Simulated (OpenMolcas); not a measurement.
CH4AlIn (SMILES [CH2]1[AlH][InH]1): the vertical ionisation energy, rung by rung

The species is CH4AlIn (7 atoms), meant as a singlet with charge 0. SMILES: `[CH2]1[AlH][InH]1`. Geometry: relaxed at PBE0-D4/def2-TZVP.

```xyz
7

C    -0.6130    0.1324   -0.6574
Al   -0.4552    0.9151    1.0379
In    1.2293   -0.9244    0.5441
H    -0.8969   -0.9276   -0.7548
H    -0.8662    0.6353   -1.5930
H    -0.4876    2.3584    1.6890
H     2.0895   -2.1892   -0.2658
```

Each level gives the vertical ionisation energy (to the doublet cation) (eV). The values are calculated.

```
                            level             kind     program  value (eV)  CPU time (all runs)
    HF/def2-SVPD (core potential)     Hartree–Fock  OpenMolcas        6.22                 37 s
 SVWN5/def2-SVPD (core potential)              LDA  OpenMolcas        7.71                 88 s
   PBE/def2-SVPD (core potential)              GGA  OpenMolcas        7.49              2.1 min
  TPSS/def2-SVPD (core potential)         meta-GGA  OpenMolcas        7.43              3.3 min
r2SCAN/def2-SVPD (core potential)         meta-GGA  OpenMolcas        7.43              3.1 min
 B3LYP/def2-SVPD (core potential)    global hybrid  OpenMolcas        7.49              2.1 min
M06-2X/def2-SVPD (core potential)  hybrid meta-GGA  OpenMolcas        7.48              3.1 min
  PBE0/def2-SVPD (core potential)    global hybrid  OpenMolcas        7.43                2 min
```

Spin-orbit coupling, which can split open shells on such heavy atoms by tenths of an eV, is left out. The values span 6.22 to 7.71 eV. CPU times are rough (shared hosts, several kinds of processor and program).

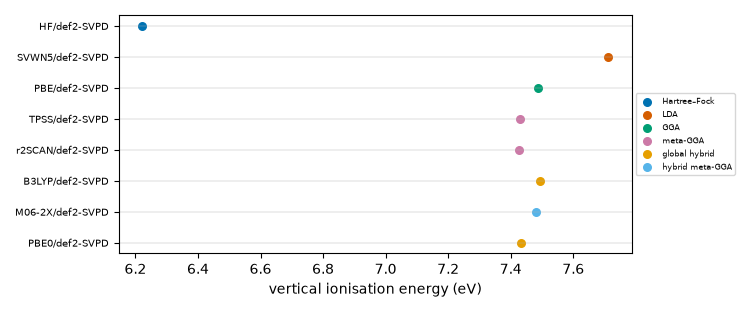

The values of the table, level by level.
